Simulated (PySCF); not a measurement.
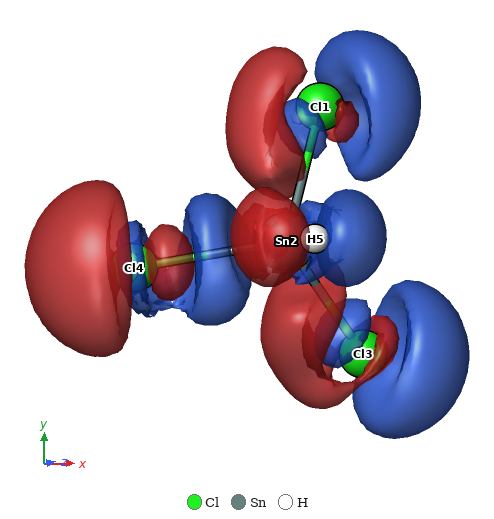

Figure. Cl3HSn, SMILES `Cl[SnH](Cl)Cl`. Change of the electron density in a uniform field of 0.21 V/Å, surfaces at ±0.0015 e/Å³ (blue: gain, red: loss).

Level of theory: ωB97X/def2-TZVP (PySCF), at a geometry from GFN2-xTB. Core potentials replace the inner electrons of Sn; spin–orbit coupling isn't included. No frequency check shows the geometry to be a minimum. A basis without diffuse functions makes polarisabilities too small. GFN2-xTB bond lengths at metals and heavier atoms can be off by up to 0.1 Å and shapes distorted, which carries into these values.

Geometry (Å), atoms numbered from 1:

```
Cl1      0.7219    2.0062   -0.4519
Sn2     -0.0001   -0.0001    0.4180
Cl3      1.3767   -1.6278   -0.4522
Cl4     -2.0984   -0.3778   -0.4522
H5      -0.0003   -0.0022    2.1597
```

The field was applied in both directions; the picture shows the one opposite to the script's first.

**Along which Cartesian direction does the field point?**

Along −x: electrons gather on the +x side, against the field.

**How large is the response?**

The induced dipole is 0.76 D (along the field); α along this axis, from the fields in both directions, is 75 bohr³ (11.1 Å³).
